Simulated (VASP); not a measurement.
Band structure of Mo3Ir (space group I4/mmm). All values below come from PBE GGA, VASP's PBE PAW potentials (set 64) (plane waves; VASP 6.6.1).

Unless said otherwise, spin-orbit coupling is left out, though it shifts the bands of the heavy elements here.

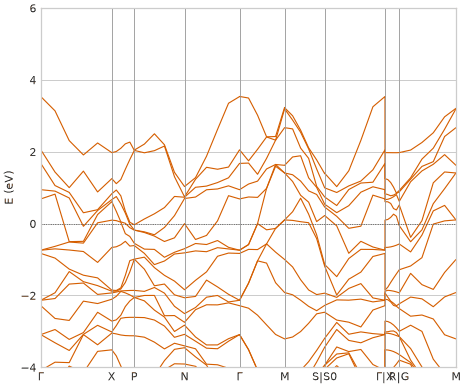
Bands along high-symmetry lines, zero at the valence-band maximum or, without a gap, the Fermi level

Task: Read the plot: is there a gap, and where are the band edges?

Result: It has no gap at this level: it comes out as a metal or semimetal.

The structure was generated: Mo3Ir was put into an ordered model structure, which need not be its known phase. The cell was not relaxed at this level. The k-mesh is coarse (spacing up to 0.38 per Å, 2π included), so the numbers may not be converged in it. The electron count is odd and the run is not spin-polarised, which forces a metal.
